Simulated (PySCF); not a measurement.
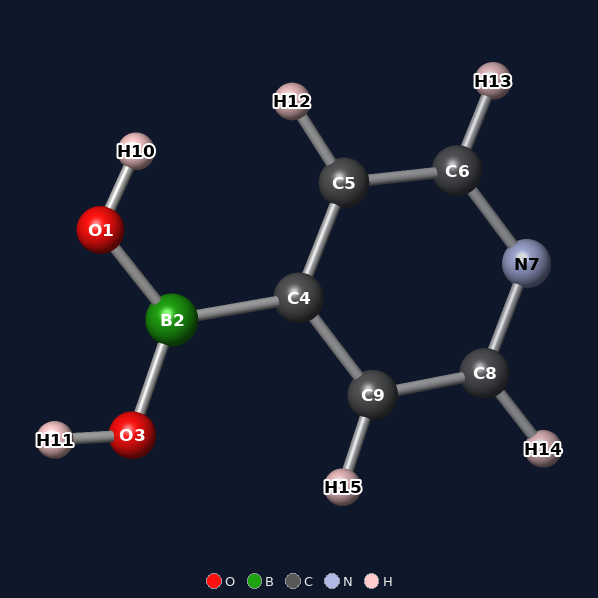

Computed geometry: PBE0-D3(BJ)/def2-SVP optimisation. No frequency run is at hand to confirm it as a minimum. Properties computed with delta-SCF UKS SCAN, pcX-2 on the ionised atom, pcseg-1 elsewhere, spin-free X2C (PySCF 2.14.0).

Give the core-electron binding energies (to vacuum) of O1 1s, B2 1s, C4 1s, C5 1s, C6 1s, N7 1s.

```tsv
atom	level	binding energy (eV)
O1	1s	539.3
B2	1s	197.4
C4	1s	290.5
C5	1s	290.6
C6	1s	291.3
N7	1s	404.6
```
